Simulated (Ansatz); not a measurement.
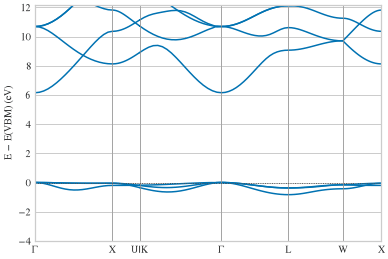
Band structure from PBEsol (plane waves, PAW; program Ansatz)

Read off the gap and where the band edges lie.

About 6.2 eV (6.15 eV by a search for the band edges); maximum at Γ, minimum at Γ.

The material is KF (rock salt, space group No. 225).

Space group Fm-3m (rock salt). The PBEsol relaxation kept the symmetry of its start.

Potentials: the later of the program's two PAW sets.
